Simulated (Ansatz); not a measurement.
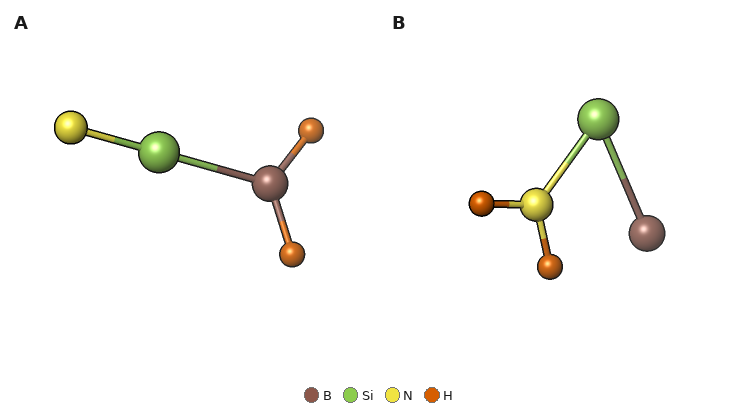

2 stationary structures of one formula. Geometries: PBE0-D4/def2-TZVP. Electronic energies: RHF-CCSD(T) (frozen core)/def2-TZVPP (Ansatz 0.2.0), without zero-point energy. No frequency run is at hand to confirm each as a minimum.

Which is lowest in energy, and by how much?

Answer. A is lowest; B lies 14.9 kcal/mol above it (Cs).
